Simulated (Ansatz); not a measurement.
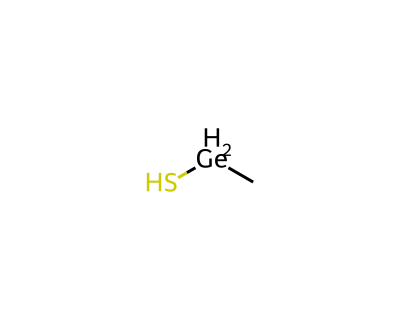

The picture comes from a calculation with Ansatz.

Question: Write the SMILES.

Answer: [CH3][GeH2][SH]

Question: Give the formula, hydrogens included.

Answer: CH6GeS.

Question: An optimisation with PBE-D4/def2-SVP gave a structure of which point group?

Answer: Cs.
